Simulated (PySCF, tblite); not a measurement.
# C₆H₁₁BSSi: geometry, infrared bands and NMR shifts

Wanted: the infrared bands and NMR shifts of C₆H₁₁BSSi (`BS[SiH2][C@@H]1CC[C@H]1C#C`), by calculation.

Computed with tblite 0.8.0 and PySCF 2.14.0, with density-fitted response routines of our own, on a single molecule in the gas phase. Atoms count from 0, in the outputs and in this text.

## 1. The starting structure

20 atoms, charge 0, multiplicity 1; geometry from: force field or distance geometry start.

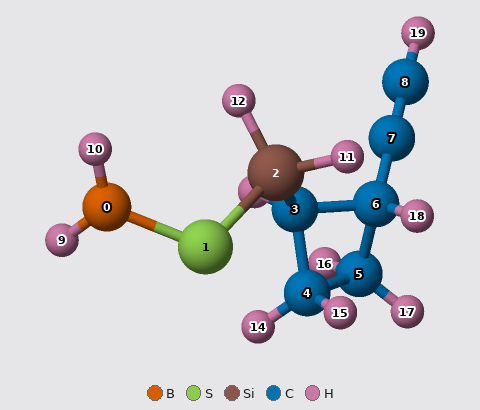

The starting geometry (boron orange, sulfur green, silicon brown, carbon blue, hydrogen pink), atoms numbered.

## 2. Optimising the geometry with GFN2-xTB

Job settings and geometry (Å):

```
{"job": {"kind": "relax", "xc": "GFN2-xTB", "basis": "xTB"}, "charge": 0, "multiplicity": 1}
B      4.265700     0.065700     0.228100
S      2.702200     1.052900     0.708300
Si     1.066300    -0.276200     1.118200
C     -0.201200    -0.278700    -0.266600
C     -0.462300     1.089100    -0.874200
C     -1.883200     0.546100    -1.104700
C     -1.640100    -0.194300     0.202400
C     -2.280900    -1.483100     0.299100
C     -2.821900    -2.581200     0.389100
H      4.567900     0.175400    -0.902500
H      4.739500    -0.722300     0.940500
H      0.405900     0.027700     2.417300
H      1.565300    -1.643200     1.239700
H     -0.032000    -1.027800    -1.070200
H      0.106700     1.332100    -1.778800
H     -0.470100     1.879100    -0.075900
H     -1.854200    -0.094200    -1.986000
H     -2.681800     1.302500    -1.053300
H     -1.806700     0.477900     1.076700
H     -3.290400    -3.520800     0.489700
```

Started as:

```sh
> OMP_NUM_THREADS=1 python probes_run.py task.json out
```

One launch serves the whole session: the jobs run in the order shown.

**Question.** This job is followed by: GFN2-xTB harmonic vibrations, gas phase; GIAO PBE0/pcSseg-1 NMR shielding, non-relativistic, gas phase. What will the session give for the following? strongest single infrared mode (GFN2-xTB); zero-point energy (GFN2-xTB); 13C shifts against TMS (PBE0/pcSseg-1); 1H shifts against TMS (PBE0/pcSseg-1, means over atoms taken as alike); 11B shifts against BF3·OEt2 (PBE0/pcSseg-1); 33S shifts against CS2 (PBE0/pcSseg-1); 29Si shifts against TMS (PBE0/pcSseg-1).

The runs gave:

| quantity | value |
| --- | --- |
| strongest single infrared mode (GFN2-xTB) | 701 cm⁻¹, 450 km/mol |
| zero-point energy (GFN2-xTB) | 92.7 kcal/mol |
| 13C shifts against TMS (PBE0/pcSseg-1) | 92.8, 78.4, 30.8, 28.1, 25.1, 21.8 ppm |
| 1H shifts against TMS (PBE0/pcSseg-1, means over atoms taken as alike) | 7.28, 5.01, 4.83, 2.74, 2.49, 2.47, 2.46, 2.32, 2.01, 1.84 ppm |
| 11B shifts against BF3·OEt2 (PBE0/pcSseg-1) | 70.3 ppm |
| 33S shifts against CS2 (PBE0/pcSseg-1) | 15 ppm |
| 29Si shifts against TMS (PBE0/pcSseg-1) | -17.1 ppm |

What this shows: Relaxing lowered the energy by 1.296 eV in 276 steps; the close pair that moved most is B0–S1, from 1.910 to 1.749 Å. No mode is imaginary among the 54: a minimum at this level. The strongest single mode, at 701 cm⁻¹, moves mainly H11 and H12. Unscaled tight-binding wavenumbers are off by several per cent, some by more. Its intensities can rank the bands wrongly. At PBE0/pcSseg-1: The widest tensor belongs to S1: span 636 ppm, with a paramagnetic part of -572 ppm.
